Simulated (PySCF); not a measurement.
# MoOF₄: structure of the singlet

Where does singlet MoOF₄ go from a trigonal bipyramidal (ligand arrangement 1) start, is the end point a minimum, and what are its modes, charges and moments?

Computed with PySCF 2.14.0. Level: PBE0, basis Mo def2-SVP with ECP28, O def2-SVP, F def2-SVP, scalar-relativistic core potentials, no spin–orbit coupling, density fitting.

## Step 1: The system as given

6 atoms, charge 0, spin multiplicity 1.

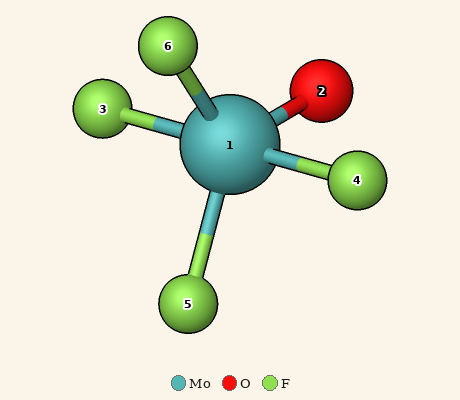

The starting geometry (molybdenum teal, oxygen red, fluorine green); atoms are numbered from 1 in the order of the file.

```xyz
6
charge 0 multiplicity 1
Mo   -0.0261   -0.0452    0.0000
O    -0.9161   -1.5867    0.0000
F    -0.0261   -0.0452    2.0200
F    -0.0261   -0.0452   -2.0200
F     1.9939   -0.0452    0.0000
F    -1.0361    1.7042    0.0000
```

## Step 2: Relaxing the singlet from the trigonal bipyramidal (ligand arrangement 1) start

The steps below are one call of a driver around PySCF. For each, scf.py gives the equivalent set-up of the SCF; relaxations use the driver's own optimiser. Before each start the driver seeks the lowest SCF state from one or more starting densities and follows internal instabilities, so scf.py alone need not reach the same state.

The program finds C2v symmetry in the start, which this walk keeps.

Contents of scf.py:

```python
from pyscf import gto, scf, dft
mol = gto.M(atom='''
Mo    -0.026085    -0.045180     0.000000
O     -0.916096    -1.586674     0.000000
F     -0.026085    -0.045180     2.020000
F     -0.026085    -0.045180    -2.020000
F      1.993927    -0.045201    -0.000000
F     -1.036061     1.704220    -0.000000''',
    basis={'Mo': 'def2-SVP', 'O': 'def2-SVP', 'F': 'def2-SVP'},
    ecp={'Mo': 'def2-SVP'},
    charge=0, spin=0)
mf = dft.RKS(mol, xc='PBE0')
mf.grids.atom_grid = (50, 194)
aux = {'Mo': 'def2-universal-JKFIT', 'O': 'def2-universal-JKFIT', 'F': 'def2-universal-JKFIT'}
mf = mf.density_fit(auxbasis=aux)
mf.kernel()
```

After this run come: Frequencies.

**Question.** What will these runs give? Wanted: minimum; geometry; wavenumbers; dipole moment; highest occupied, lowest empty level; polar-tensor charge of Mo1; zero-point energy; atomisation energy.

The runs gave:

| quantity | value |
| --- | --- |
| minimum | singlet, C4v |
| geometry | Mo–F 1.832 Å (×4), Mo–O 1.636 Å; F–Mo–F 86.1° (×4), F–Mo–F 149.7° (×2), F–Mo–O 105.2° (×4) |
| wavenumbers (cm⁻¹) | 90 (b1), 210 (e), 264 (a1), 299 (e), 341 (b2), 640 (b1), 737 (a1), 743 (e), 1136 (a1) |
| dipole moment | 0.05 D |
| highest occupied, lowest empty level | -12.01, -5.10 eV |
| polar-tensor charge of Mo1 | +3.13 e |
| zero-point energy | 34.2 kJ/mol |
| entropy at 298.15 K | 338.4 J/(mol K) |
| atomisation energy (no zero-point energy) | 2501 kJ/mol |

What this shows: From C2v at the start the molecule goes to a C4v minimum. The strongest infrared band lies at 743 cm⁻¹ (e, stretch). Only this shape and spin were tried, so other structures or states may lie lower.
